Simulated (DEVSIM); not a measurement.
System: illuminated InP p-on-n cell, one wavelength, at 300 K.

```tsv
layer (left to right)	material	thickness (μm)	Nd (cm⁻³)	Na (cm⁻³)	τn (s)	τp (s)	absorption coefficient (cm⁻¹)
1	InP	0.400	-	7e17	3.2e-9	4.6e-8	78000
2	InP	1.60	5.5e15	-	6e-8	6e-8	78000
```

Left contact: ohmic, minority electron recombination velocity 800 cm/s. Right contact: ohmic, minority hole recombination velocity 2e6 cm/s. Voltage is applied to the left contact. Recombination: SRH at mid-gap, radiative, Auger. Light enters at the left, 2e16 photons cm⁻² s⁻¹, one pass, no reflection. Mobility is μmin + (μ − μmin)/(1 + (N/Nref)^α).

Constants are typed, rounded textbook-type inputs, not results; the design itself was drawn at random and stands for no fabricated device. Values at 300 K.

```
parameter          InP
-------------  -------
gap (eV)         1.344
affinity (eV)     4.38
permittivity      12.5
Nc (cm⁻³)       5.7e17
Nv (cm⁻³)       1.1e19
μn (cm²/Vs)       5200
μp (cm²/Vs)        170
μn,min             400
μp,min              10
Nref,n            3e17
Nref,p          4.9e17
αn                0.47
αp                0.62
B (cm³/s)      1.2e-10
Cn (cm⁶/s)       9e-31
Cp (cm⁶/s)       9e-31
```

Model (solved in DEVSIM): 1D drift-diffusion, Boltzmann statistics, complete ionisation; no tunnelling, impact ionisation, image-force lowering or self-heating.

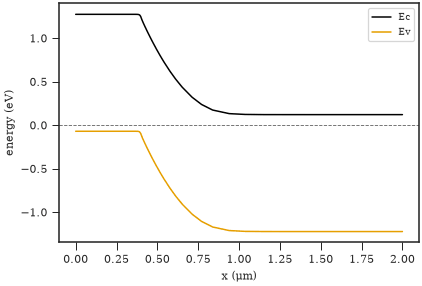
*Band edges at zero bias, in the dark*

Energies count from the Fermi level of the right contact; mesh points crowd at the junctions.

```csv
x (μm),Ec (eV),Ev (eV),n (cm⁻³),p (cm⁻³),field (V/cm)
0.000,1.273,-0.071,< 1e2,7.0e17,≈ 0
0.01626,1.273,-0.071,< 1e2,7.0e17,≈ 0
0.04216,1.273,-0.071,< 1e2,7.0e17,≈ 0
0.08342,1.273,-0.071,< 1e2,7.0e17,≈ 0
0.1763,1.273,-0.071,< 1e2,7.0e17,≈ 0
0.2627,1.273,-0.071,< 1e2,7.0e17,≈ 0
0.3240,1.273,-0.071,< 1e2,7.0e17,≈ 0
0.3711,1.273,-0.071,< 1e2,7.0e17,-290
0.3921,1.264,-0.080,< 1e2,5.0e17,-16000
0.4054,1.211,-0.133,< 1e2,6.4e16,-47000
0.4257,1.126,-0.218,< 1e2,2.4e15,-40000
0.4742,0.943,-0.401,< 1e2,2.1e12,-36000
0.5408,0.724,-0.620,390000,4.2e8,-30000
0.6521,0.435,-0.909,2.8e10,6000,-21000
0.9397,0.132,-1.212,3.5e15,< 1e2,-1900
1.292,0.120,-1.224,5.5e15,< 1e2,≈ 0
1.587,0.120,-1.224,5.5e15,< 1e2,≈ 0
1.763,0.120,-1.224,5.5e15,< 1e2,≈ 0
1.891,0.120,-1.224,5.5e15,< 1e2,≈ 0
1.945,0.120,-1.224,5.5e15,< 1e2,≈ 0
1.977,0.120,-1.224,5.5e15,< 1e2,≈ 0
2.000,0.120,-1.224,5.5e15,< 1e2,≈ 0
```
